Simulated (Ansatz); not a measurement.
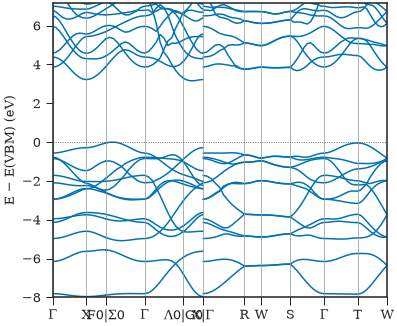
*Band structure from r²SCAN+D4 (plane waves, PAW; program Ansatz)*

**Question.** Read off the gap and where the band edges lie.

**Answer.** About 3.2 eV (3.16 eV by a search for the band edges); maximum on the Σ0–Γ line, 18 % of the way from Σ0, minimum on the G0–X line, 44 % of the way from G0.

The material is SiS$_{2}$ in space group Ibam (No. 72; S on 8j, Si on 4a).

The cell was relaxed with r²SCAN+D4 under the symmetry of its start.

Potentials: the later of the program's two PAW sets.
